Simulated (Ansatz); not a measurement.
# Loss of SiH4: C2H10GeSi → C2H6Ge + SiH4

Species: C2H10GeSi `[SiH3]C[CH2][GeH3]`, singlet; C2H6Ge `C=[CH][GeH3]`, singlet; SiH4 (silane) `[SiH4]`, singlet. 

Shapes, held fixed at every level: PBE0-D4/def2-TZVP. Flexible molecules stand in one conformer, not always the lowest. Programs: Ansatz 0.2.0. Electronic energies: no zero-point or thermal term.

```csv
level,kind,ΔE (kJ/mol),less CCSD(T)/def2-TZVPP
HF/def2-TZVPP,Hartree–Fock,+96.8,-30.4
r2SCAN-D4/def2-TZVPP,meta-GGA,+138.7,+11.5
B3LYP-D4/def2-TZVPP,global hybrid,+123.3,-3.9
PBE0-D4/def2-TZVPP,global hybrid,+148.3,+21.1
wB97X-V/def2-TZVPP,range-separated hybrid,+140.0,+12.8
MP2/def2-TZVPP,perturbation theory,+139.8,+12.6
CCSD/def2-TZVPP,coupled cluster or CI,+126.3,-0.9
CCSD(T)/def2-TZVPP,coupled cluster or CI,+127.2,0.0
```

The highest level, CCSD(T)/def2-TZVPP, gives ΔE = +127.2 kJ/mol; the levels span +96.8 to +148.3. The column of differences is taken from that level and isn't an error. No measured value is set beside it here. Relativity is left out for Ge unless named. Correlated rows may include outer-core shells of Ge, which these sets cover unevenly.

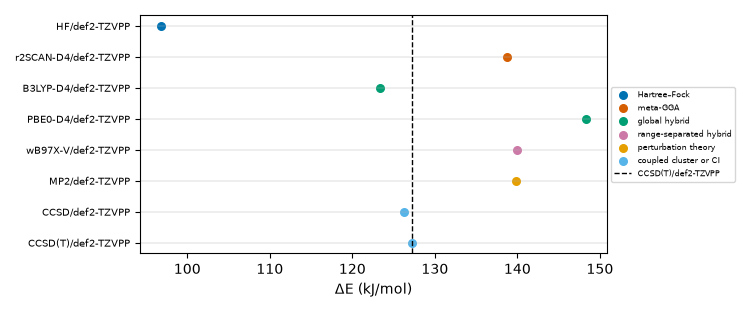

The values of the table, level by level.
